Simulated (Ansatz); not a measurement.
# Lattice dynamics of (BeTe)2(CuBr)1 [001] superlattice, started as zinc blende, part 2 of 2

How does (BeTe)2(CuBr)1 [001] superlattice, started as zinc blende vibrate, and is this structure a minimum?

Ansatz 0.2.0; DFT PBEsol, scalar-relativistic, plane waves, PAW.

So far. Step 4 (Tight relaxation): The largest force component left is 0.58 meV/Å and the pressure is 0.000 GPa, within the tolerances set. The cell now holds 22.20 Å³/atom. The relaxed cell has a, b, c = 3.954, 4.049, 16.637 Å (conventional setting).

The structure was built from a prototype and need not be the compound's stable phase.

In doubt: the program warns that the response may not be converged on this k-mesh (step 6), which bears on the force constants and all frequencies.

### Step 5. Modes at Γ

The zone centre is the only wavevector solved here; it holds the modes that light can see, as far as symmetry allows. The response to a homogeneous field gives the Born charges and the dielectric tensor, and its change with displacement the Raman tensors.

The input, input.yaml:

```yaml
crystal:
  lattice:
    - [2.7960605282, 2.7960605282, 0.0]
    - [-2.8630726517, 2.8630726517, 0.0]
    - [2.82956659, -0.0335060617, 8.318668004]
  atoms:
    - { symbol: Be, position: [-0.0007541332, 0.0007541332, 0.0015082665] }
    - { symbol: Be, position: [0.3337997722, 0.6662002278, 0.3324004555] }
    - { symbol: Br, position: [0.0741142976, 0.4258857024, 0.8517714049] }
    - { symbol: Cu, position: [0.6698922061, 0.3301077939, 0.6602155877] }
    - { symbol: Te, position: [0.4195529087, 0.0804470913, 0.1608941826] }
    - { symbol: Te, position: [0.7533949486, 0.7466050514, 0.4932101029] }
kpoints:
  mp_grid: { grid: [8, 8, 8] }
hamiltonian:
  xc: pbesol
scf:
  occupations: { method: fixed }
output:
  eigenvalues: true
phonons:
  method: dfpt
  dielectric: true
  rigid_motions: translations
  raman: true
```

Run with:

```console
> ansatz run input.yaml --threads 8 --pin off --max-ram 14336MiB --backend cpu --events-out ev --progress --plain --runs-dir out
```

Numbers of over 12 decimals in the logs are rounded to 6 here.

The program printed:

```text
Warning: crystal.symmetry: narrowed to the stabiliser of the run's FFT grids — unitary ops 4 → 1. A phonons.method: dfpt run fills in the rows of the dynamical matrix that it does not solve by its symmetry operations, which is exact only for operations that map its FFT grids onto themselves: filled in by any other, the frequencies could depend on the order in which like atoms are typed, or, by more than the grids' own error, on where the crystal sits among the grids' points. Excluded: 3 operations. The run can therefore solve more perturbations, solve them on more k-points, or both, and cost more. [rest of the remark cut]
Engine: ansatz 0.2.0, aarch64-unknown-linux-gnu
Pseudopotentials: kind: paw
Pseudopotential: Be, paw, valence charge 2, recommended cutoff 420 eV (normal), Be.paw.azcp
Pseudopotential: Br, paw, valence charge 7, recommended cutoff 420 eV (normal), Br.paw.azcp
Pseudopotential: Cu, paw, valence charge 19, recommended cutoff 420 eV (normal), Cu.paw.azcp
Pseudopotential: Te, paw, valence charge 16, recommended cutoff 420 eV (normal), Te.paw.azcp
Functional definition: PBEsol
  exchange = pbesol_x
  correlation = pbesol_c
Crystal: 6 atoms, lattice volume = 133.187 Å³
Basis set: ecut = 420 eV, 2603 PW (Γ), exchange–correlation on 54×60×120 points (8 copies of the dense FFT grid, shifted against one another)
Bands: 38, of which v1, the nominal top of the filled ones, is band 31 counted from 1 (30 counted from 0)
Symmetry: 4 space group operations
k-points: 260 of 512 (irreducible under 1 space group operation, time reversal used)
Non-local potential: Be, projectors of the file, l = 0: 2, l = 1: 2, l = 2: 1
Non-local potential: Br, projectors of the file, l = 0: 2, l = 1: 2, l = 2: 2
Non-local potential: Cu, projectors of the file, l = 0: 3, l = 1: 2, l = 2: 3, l = 3: 1
Non-local potential: Te, projectors of the file, l = 0: 2, l = 1: 2, l = 2: 2, l = 3: 2
PAW form: soft (Blöchl's): semilocal exchange-correlation on the pseudo side does not see the compensation charge
PAW frozen core: Be, regenerated for the run's functional, and the local potential with it (the file was generated under x = pbe(κ = 0.804, μ = 0.219515), c = pbe(β = 0.066725))
PAW frozen core: Br, regenerated for the run's functional, and the local potential with it (the file was generated under x = pbe(κ = 0.804, μ = 0.219515), c = pbe(β = 0.066725))
PAW frozen core: Cu, regenerated for the run's functional, and the local potential with it (the file was generated under x = pbe(κ = 0.804, μ = 0.219515), c = pbe(β = 0.066725))
PAW frozen core: Te, regenerated for the run's functional, and the local potential with it (the file was generated under x = pbe(κ = 0.804, μ = 0.219515), c = pbe(β = 0.066725))
PAW one-centre angular grid: Be, 110 points (default); XC on 64 Gauss nodes
[...]
-0.06343    1.44852   -0.00000
[...]
site 2:
[...]
site 3:
[...]
site 4:
[...]
site 5:
[...]
--- Phonons (Γ-DFPT): 18 representative perturbations + reference, on 260 of 512 k-points (Σ response iterations 64) ---
  ASR residual: 1.986e-4 → 0.000e0 eV/Å²; symmetrization residual: 4.032e-6 eV/Å²
  The last average, over the group as it would stand without the narrowing to the FFT grids, took up to 3.667e-6 eV/Å² of the zone centre's force constants
  ASR residual per site (eV/Å²): 4.93e-5 2.40e-5 5.73e-5 1.99e-4 9.13e-5 3.86e-5
  Γ frequencies (cm⁻¹): 0.00 0.00 0.00 45.39 55.51 81.69 92.77 109.75 112.64 136.74 138.90 171.32 228.84 375.74 458.63 483.74 502.37 510.13
  ε∞ (high-frequency dielectric tensor):
[...]
ε⁰ (static dielectric tensor: ions relaxed, cell fixed):
[...]
ε⁰ − ε∞ (ionic part):
[...]
softest optical mode at Γ: 45.39 cm⁻¹; the repairs (sum rule, projections) moved no ω² at Γ by more than (2.41 cm⁻¹)²
  Born effective charges Z* (e; rows j = field, columns β = displacement):
    site 0:
[...]
site 1:
[...]
site 2:
[...]
site 3:
[...]
site 4:
[...]
site 5:
[...]
Z* charge neutrality: 4.316e-3 e pre-enforcement
  solved inside a basis spanned on kpoints, on 14×14×8 k-points transformed towards the longest dipole, which do not settle them: ε∞ is read to err by 1.2e-1, Z* by 1.0e-1 e (field_mesh: kpoints solves on kpoints); Z* is corrected for what the basis lacks
  optical modes at Γ without the LO–TO term, one row a degenerate level:
      ω (cm⁻¹)  modes    IR ((D/Å)²/amu)
[...]
optical modes at Γ + LO–TO along q̂ = [1.0000, 0.0000, 0.0000]:
      ω (cm⁻¹)  modes    IR ((D/Å)²/amu)
[...]
optical modes at Γ + LO–TO along q̂ = [0.0000, 1.0000, 0.0000]:
      ω (cm⁻¹)  modes    IR ((D/Å)²/amu)
[...]
optical modes at Γ + LO–TO along q̂ = [0.0000, 0.0000, 1.0000]:
      ω (cm⁻¹)  modes    IR ((D/Å)²/amu)
[...]
483.27      1            10.9466
        483.74      1             0.1082
        502.37      1            12.2254
        510.15      1             0.0203
Error: memory limit exceeded: the `dfpt response` phase needs 15.02 GiB against the run's memory maximum of 14.00 GiB; largest carriers: field second order 6.72 GiB, field directions in a basis 4.13 GiB, scf state 1.70 GiB, field second order work 0.64 GiB, unmodelled-tail allowance 0.47 GiB; wavefunction blocks cannot be spilled: a `phonons` calculation is not among those that spill (`scf`, `evaluate`, and `md` and `relax` at a fixed cell)
with nothing else changed it takes a maximum of at least 15.03 GiB, with nothing to spare, and 16.53 GiB leaves up to a tenth: --max-ram 16.53GiB where that set the maximum, else more of the term that did, and with no share typed, where 16.53 GiB is over 0.88 of the host's memory or its container's limit, a share of 0.88 or more that holds the maximum too (--max-ram-frac F), where one does; The budget is ten eleventh [...]
The harmonic force constants that this run solved are whole in <dir>
[key lines of the parts left out:]
SCF converged after 11 iterations
Free energy (F): -23310.492173 eV
Fermi energy:    8.161246 eV
```

Wall time 13 min (8 threads of Arm Neoverse V1, shared host); peak memory 7.6 GiB.

In the SCF lines HF is the Harris–Foulkes energy and dr2 the Hartree energy of the density residual, in eV; the loop may stop once dr2 is under the threshold and the program's other checks hold. Hψ counts applications of the Hamiltonian.

The run ended with an error after its SCF cycle had converged; no result of it is taken.

The program's message: “memory limit exceeded: the `dfpt response` phase needs 15.02 GiB against the run's memory maximum of 14.00 GiB; largest carriers: field second order 6.72 GiB, field directions in a basis 4.13 GiB, scf …”

### Step 6. Zone-centre response

The zone centre is the only wavevector solved here; it holds the modes that light can see, as far as symmetry allows. The response to a homogeneous field gives the Born charges and the dielectric tensor.

Changes to input.yaml since step 5:

```diff
@@ -24,2 +24 @@
   rigid_motions: translations
-  raman: true
```

The program printed:

```text
[...]
Crystal: 6 atoms, lattice volume = 133.187 Å³
Basis set: ecut = 420 eV, 2603 PW (Γ), exchange–correlation on 54×60×120 points (8 copies of the dense FFT grid, shifted against one another)
Bands: 38, of which v1, the nominal top of the filled ones, is band 31 counted from 1 (30 counted from 0)
Symmetry: 4 space group operations
[...]
ω (cm⁻¹)  modes    IR ((D/Å)²/amu)
[...]
optical modes at Γ + LO–TO along q̂ = [0.0000, 1.0000, 0.0000]:
      ω (cm⁻¹)  modes    IR ((D/Å)²/amu)
[...]
optical modes at Γ + LO–TO along q̂ = [0.0000, 0.0000, 1.0000]:
      ω (cm⁻¹)  modes    IR ((D/Å)²/amu)
[...]
483.22      1            10.9291
        483.74      1             0.1083
        502.37      1            12.2275
        510.15      1             0.0206
[key lines of the parts left out:]
SCF converged after 11 iterations
Free energy (F): -23310.492173 eV
Fermi energy:    8.161246 eV
```

The job ended after 13 min (8 threads; peak memory 7.5 GiB).

Numbers from this step:

| Property | Result |
| --- | --- |
| sum-rule residual before enforcement | 1.99e-4 eV/Å² |
| miss of the charge sum rule | 0.006376 e |
| estimated error of the dielectric tensor | 0.1153 |
| estimated error of the Born charges | 0.04526 e |
| point group | mm2 |
| highest optical mode at the zone centre (no LO-TO term) | 510.1 cm⁻¹ |
| lowest optical zone-centre mode | 45.39 cm⁻¹ |
| mean high-frequency dielectric constant | 7.516 |
| largest Born charge (third of the trace) | 1.799 e |
| mean static dielectric constant | 13.05 |
| top of the zone-centre spectrum with the field | 516.9 cm⁻¹ |

Without the LO-TO term. Patterns of degenerate modes are one choice out of their space. Modes at Γ, with each element's share of the kinetic energy:

```
mode  frequency (cm⁻¹)  symmetry  Be %  Br %  Cu %  Te %
   1               0.0  acoustic     4    19    15    61
   2               0.0  acoustic     4    19    15    61
   3               0.0  acoustic     4    19    15    61
   4              45.4        B1     2     3    72    24
   5              55.5        B2     6    17    22    55
   6              81.7        B1     6     1     1    92
   7              92.8        B2     4    59     0    37
   8             109.8        B1     0    77    12    11
   9             112.6        A1     1    11    33    55
  10             136.7        B2    93     4     0     3
  11             138.9        A1     1    68     2    30
  12             171.3        A1     0     2    50    48
  13             228.8        B2     0     0    62    37
  14             375.7        B2    93     0     0     7
  15             458.6        A1    95     1     0     5
  16             483.7        B1    94     0     0     6
  17             502.4        B1    94     0     0     6
  18             510.1        A1    98     0     0     1
```

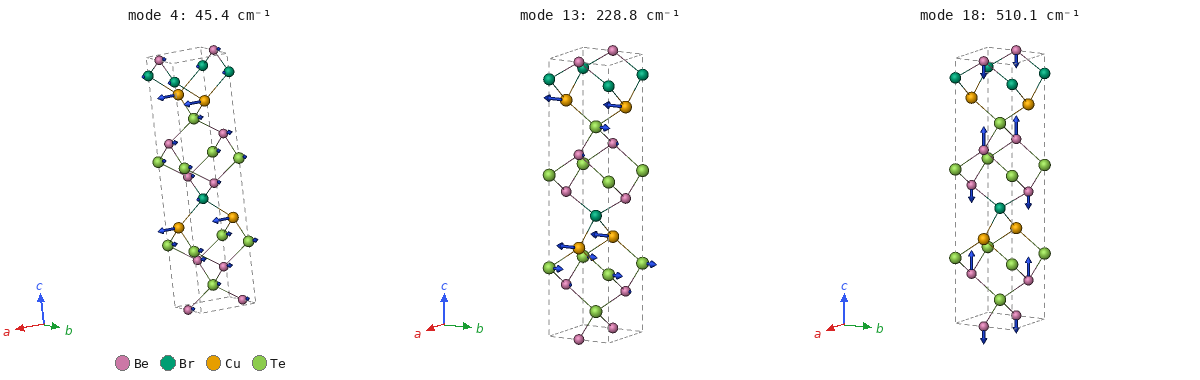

Displacement patterns of modes 4, 13 and 18 at Γ; arrows are exaggerated. Some periodic images of atoms are drawn too.

Before it was imposed, the acoustic sum rule was missed by 2.0e-4 eV/Å² and the charge sum rule by 0.0064 e. Small misses are needed for a sound result but don't prove that mesh and cutoff are converged. The lowest optical mode is real, 45.4 cm⁻¹.

The log warns of the k mesh: “the force constants stand on the 8×8×8 k-mesh, whose period is 11.23 times the interband length at k = (0.0000, 0.0000, 0.0000), direct gap 0.519 eV, under 14: take them and everything formed from them as unconverged”.

### Step 7. Another isotope, element Br, natural mass 79.904 amu

An isotope changes the mass and not the force constants, so no new electronic calculation is needed; the shifts show which modes move this element.

The same force constants with the mass of Br changed from 79.904 to 80.916 u (phonopy, no LO-TO term). Both lists are sorted by frequency; levels can cross, so a row need not hold one and the same mode. Modes under 3 cm⁻¹ are left out. Isotope shifts, by row:

```
    q  rank  natural mass (cm⁻¹)  changed mass (cm⁻¹)
0 0 0     4                45.39                45.38
0 0 0     5                55.51                55.45
0 0 0     6                81.69                81.69
0 0 0     7                92.77                92.42
0 0 0     8                109.8                109.2
0 0 0     9                112.6                112.6
0 0 0    10                136.7                136.7
0 0 0    11                138.9                138.3
0 0 0    12                171.3                171.3
0 0 0    13                228.8                228.8
0 0 0    14                375.7                375.7
0 0 0    15                458.6                458.6
0 0 0    16                483.7                483.7
0 0 0    17                502.4                502.4
0 0 0    18                510.1                510.1
```

A mode of this element alone would shift by -0.63 %. The highest zone-centre frequency without the field goes from 510.1 to 510.1 cm⁻¹ (-0.0 %). The product of the frequency ratios over all optical modes at Γ is 0.985; the product rule, (m/m′)^(3k/2) (M′/M)^(3/2) with k = 1 such atoms and M the mass of the cell, gives 0.985.

### Step 8. Another isotope, element Cu, natural mass 63.546 amu

The same for Cu, from 63.55 to 64.93 u.

The same force constants with the mass of Cu changed from 63.546 to 64.928 u (phonopy, no LO-TO term). Both lists are sorted by frequency; levels can cross, so a row need not hold one and the same mode. Modes under 3 cm⁻¹ are left out. Isotope shifts, by row:

```
    q  rank  natural mass (cm⁻¹)  changed mass (cm⁻¹)
0 0 0     4                45.39                45.04
0 0 0     5                55.51                55.38
0 0 0     6                81.69                81.68
0 0 0     7                92.77                92.77
0 0 0     8                109.8                109.6
0 0 0     9                112.6                112.2
0 0 0    10                136.7                136.7
0 0 0    11                138.9                138.9
0 0 0    12                171.3                170.4
0 0 0    13                228.8                227.3
0 0 0    14                375.7                375.7
0 0 0    15                458.6                458.6
0 0 0    16                483.7                483.7
0 0 0    17                502.4                502.4
0 0 0    18                510.1                510.1
```

A mode of this element alone would shift by -1.07 %. The highest zone-centre frequency without the field goes from 510.1 to 510.1 cm⁻¹ (+0.0 %). The product of the frequency ratios over all optical modes at Γ is 0.973; the product rule, (m/m′)^(3k/2) (M′/M)^(3/2) with k = 1 such atoms and M the mass of the cell, gives 0.973.

### Step 9. Isotope substitution, element Te, natural mass 127.6 amu

The same for Te, from 127.60 to 129.91 u.

A mode of this element alone would shift by -0.89 %. The highest zone-centre frequency without the field goes from 510.1 to 510.1 cm⁻¹ (-0.0 %). The product of the frequency ratios over all optical modes at Γ is 0.963; the product rule, (m/m′)^(3k/2) (M′/M)^(3/2) with k = 2 such atoms and M the mass of the cell, gives 0.963.

### Step 10. Outcome

| Item | Value |
| --- | --- |
| space group after relaxation (within 0.01 Å) | Imm2 |
| volume per atom | 22.2 Å³ |
| gap on the k-mesh | 0.506 eV |
| highest optical mode at the zone centre (no LO-TO term) | 510 cm⁻¹ |
| top of the zone-centre spectrum with the field | 517 cm⁻¹ |
| lowest optical zone-centre mode | 45.4 cm⁻¹ |
| mean high-frequency dielectric constant | 7.52 |
| mean static dielectric constant | 13.1 |
| largest Born charge (third of the trace) | 1.80 e |
| imaginary modes at Γ (the only wavevector solved) | none |

The structure is stable against zone-centre distortions, since no mode there is imaginary; other wavevectors were not solved, so zone-boundary instabilities are untested. Without the field, the optical modes at Γ span 45 to 510 cm⁻¹. No dispersion was computed. The highest mode in this list at Γ, 510.1 cm⁻¹, is mostly motion of Be (98 % of the kinetic energy). With the macroscopic field of the longitudinal modes the top of the zone-centre spectrum lies at 517 cm⁻¹, against 510 cm⁻¹ without it. Lattice motion raises the mean dielectric constant from 7.516 to 13.05. The strongest infrared line is at 137 cm⁻¹. With the field response the log warns that the k mesh is coarse for the force constants too, so the frequencies may not be converged. In at least one run the field response is not settled by the k meshes in reach, so its dielectric tensor, Born charges and longitudinal modes are rough. Spin-orbit coupling is left out, which can matter for the heavy elements here. The starting cell was built on a prototype and not taken from a measurement, so the phase need not exist. These are harmonic frequencies at zero temperature: anharmonic shifts, linewidths and thermal expansion are left out.

[Logs are printed without paths, hosts, clocks, repeated set-up lines and the standing remarks that a program may print on its own settings, such as how far it seeks lower states.]

[Hosts, paths, dates, database ids (printed as entryN), source tags and the programs' standing remarks are cut or masked in the printed files.]
